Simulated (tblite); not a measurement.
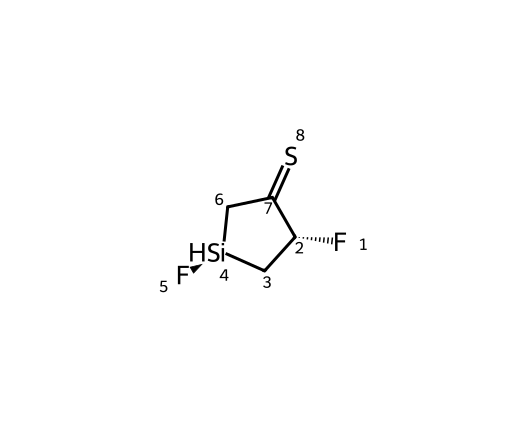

Skeletal drawing with numbered atoms; wedges and dashes mark any stereocentres. The configuration is that of a computed structure (GFN2-xTB).

What are the Cahn–Ingold–Prelog descriptors?

C2: R; Si4: R.
